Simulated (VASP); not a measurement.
Band structure of Cu2Te (space group P6/mmm). Level of theory: r2SCAN meta-GGA, VASP's PBE PAW potentials (set 64) (plane waves; VASP 6.6.1).

Unless said otherwise, spin-orbit coupling is left out, though it shifts the bands of the heavy elements here.

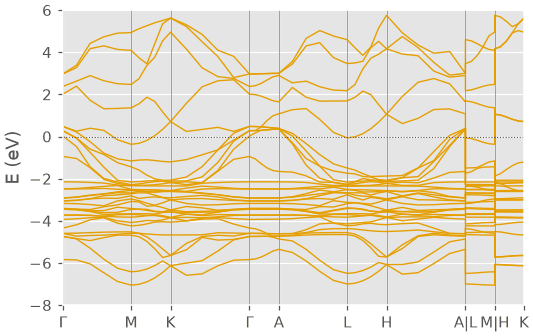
Fig. 1. Bands along high-symmetry lines, zero at the valence-band maximum or, without a gap, the Fermi level

Question: Read the plot: is there a gap, and where are the band edges?

Answer: It has no gap at this level: it comes out as a metal or semimetal.

The structure comes from a computed database's Cu2Te entry (P6/mmm); how it stands against other phases isn't given here. It was relaxed first.
